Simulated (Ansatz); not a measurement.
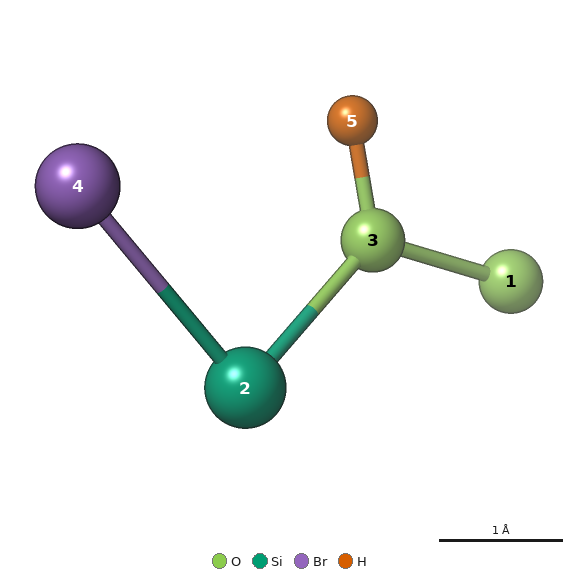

Orthographic view. Atoms fade into the background with distance from the viewer. The computed structure is the end point of a PBE-D4/def2-SVP optimisation. No frequency run is at hand to confirm it as a minimum.

Write a Z-matrix (Å, degrees) in the order of the atom numbers, with these reference atoms: 2 to 1; 3 to 1, 2; 4 to 2, 3, 1; 5 to 3, 1, 2.

```
O  
Si   1   2.835
O    1   1.405   2    31.9
Br   2   2.300   3    91.8   1   179.9
H    3   0.994   1   113.0   2   180.0
```
